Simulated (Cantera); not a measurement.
Feed: 1 mol CS₂, 5.4 mol H₂, 0.89 mol N₂, at 63.8 Torr.

Equilibrium computed with Cantera from the NASA thermochemical tables; the gas is ideal and each condensed phase is pure. Candidate condensed phases: C, C₆H₆, C₇H₈, C₈H₁₈, S; 100 gas species. Kinetics and transport are ignored.

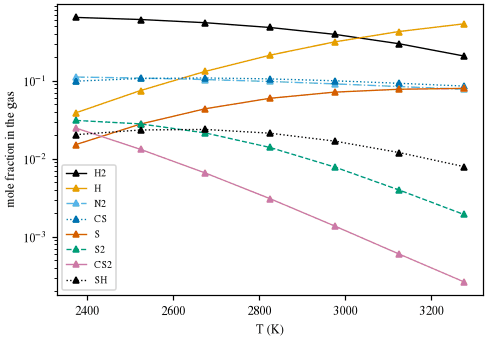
Equilibrium gas composition (values under 1e-9 drawn at 1e-9)

Task: Read off the mole fractions at 2675 K.

Result: H₂ about 0.55, H about 0.13, CS about 0.11, N₂ about 0.10, S about 0.044, SH about 0.024, S₂ about 0.021, CS₂ about 0.0066.
